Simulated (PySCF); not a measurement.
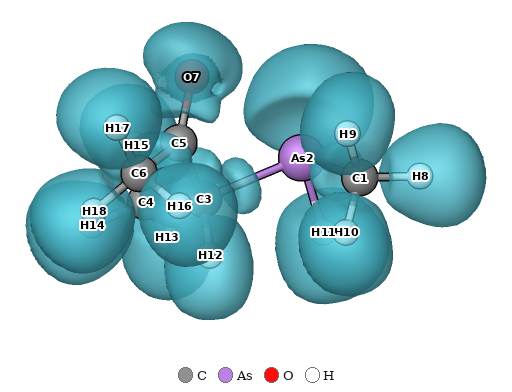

*C$_{5}$H$_{11}$AsO (SMILES C[AsH][C@H](C)C(C)=O). Isosurface of the ELF at 0.75 (cyan), seen from one side. Only the valence region is drawn (cores and ρ < 0.01 e/Å³ removed).*

Geometry: GFN2-xTB.

The calculation used B3LYP/def2-SVPD, SCF density, gas phase (PySCF).

Input

```
{"job": {"kind": "uv", "xc": "B3LYP", "basis": "def2-SVPD", "nstates": 8, "ntriplets": 3}, "charge": 0, "multiplicity": 1}
C      2.125097     0.386768     1.311645
As     1.620490     0.974137    -0.501028
C     -0.029497    -0.157121    -0.643075
C     -0.603678    -0.077062    -2.058199
C     -0.986087     0.473482     0.321863
C     -1.897524    -0.452446     1.080732
O     -0.994813     1.672886     0.480199
H      3.169586     0.628430     1.506080
H      1.514488     0.918600     2.041100
H      1.983297    -0.685972     1.442127
H      2.480533    -0.068198    -1.190843
H      0.159211    -1.204541    -0.381895
H      0.139467    -0.415262    -2.781404
H     -1.495536    -0.696823    -2.158294
H     -0.865906     0.954741    -2.291360
H     -1.299084    -1.039339     1.777266
H     -2.639409     0.114889     1.637040
H     -2.389393    -1.140846     0.396390
```

Launched as:

```sh
OMP_NUM_THREADS=1 python probes_run.py task.json out
```

**Describe the localisation domains.**

The ELF exceeds this value in two regions between bonded As–C atoms (shared pairs), three regions between bonded C–C atoms (shared pairs), eleven regions around hydrogen nuclei, one region on O in which the atom's valence shell and bonds are merged and one lobe on As, pointing away from the bonds (lone pairs).

Values along the shortest contacts:
C–O (1.21 Å): the ELF peaks at about 0.85 between the atoms (a multiple bond). C–C (1.50 Å): the ELF peaks at about 0.95 between the atoms (localised, covalent bonding).
